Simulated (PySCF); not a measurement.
C$_{6}$H$_{11}$ClSi

The calculation's input:

```
{"job": {"kind": "nmr", "xc": "PBE0", "basis": "pcSseg-1"}, "charge": 0, "multiplicity": 1}
C     -2.175110     1.734190    -0.204663
C     -1.288423     0.786562     0.059391
C      0.196970     1.024057     0.110753
C      0.909607    -0.236717    -0.393386
C      2.413434    -0.173793    -0.156230
C      0.268804    -1.449794     0.299000
Si    -1.592254    -1.052342     0.372482
Cl    -2.651120    -1.931039    -1.109183
H     -1.884225     2.754836    -0.406388
H     -3.232364     1.528934    -0.230880
H      0.483256     1.903525    -0.468208
H      0.483701     1.198780     1.152786
H      0.726639    -0.318488    -1.470936
H      2.849047     0.682309    -0.667794
H      2.626996    -0.082654     0.907408
H      2.895959    -1.076347    -0.525126
H      0.518399    -2.369075    -0.228400
H      0.677576    -1.542951     1.306062
H     -2.236695    -1.370741     1.645851
```

Launched as:

```sh
OMP_NUM_THREADS=1 python probes_run.py task.json out
```

Geometry: GFN2-xTB.

All numbers below come from PySCF 2.14.0, PBE0/pcSseg-1, SCF density, gas phase, non-relativistic.

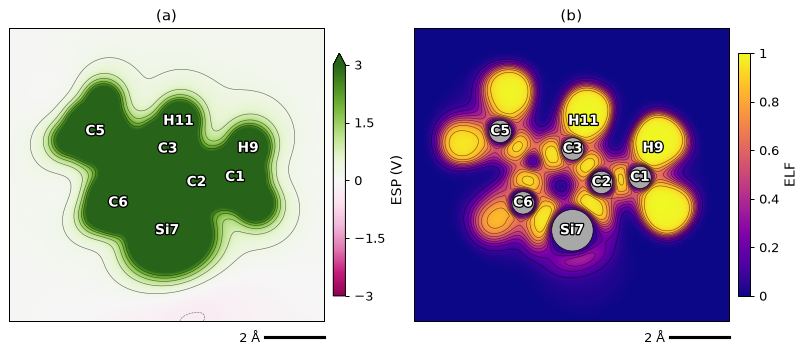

Figure 1. (a) molecular electrostatic potential; (b) electron localisation function on the plane of atoms C2, Si7 and C6. Grey discs cover the atomic cores in the ELF map.

Read the bonding off the picture.

The plane passes through C, Si and H nuclei.
C–C (1.32 Å): the ELF peaks at about 0.90 between the atoms (a short, multiple covalent bond).
C–Si (1.89 Å): the ELF peaks at about 0.95 between the atoms (localised, covalent bonding).
C–H (1.08 Å): the ELF climbs to about 1 towards the hydrogen, as it does in any bond to H: an ordinary covalent bond to hydrogen.
C–C (1.51 Å): the ELF peaks at about 0.95 between the atoms; a covalent bond.
The potential has no marked negative region in this plane.

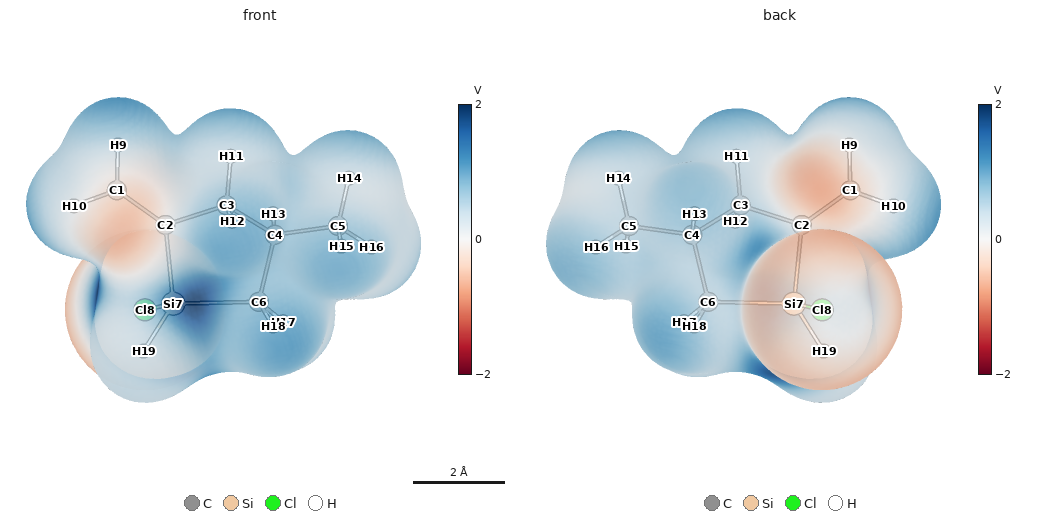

Figure 2. The electrostatic potential painted on the density surface at 0.004 e/bohr³, seen from the front and from behind; the colour scale runs from red (negative) to blue (positive).

Which sites attract a positive test charge, and which a negative one?

A positive charge is drawn to the negative regions and a negative charge to the positive ones. The most negative region (about −0.7 V) lies over the π face of C1 and C2, the most positive (about +1.8 V) over Si7.
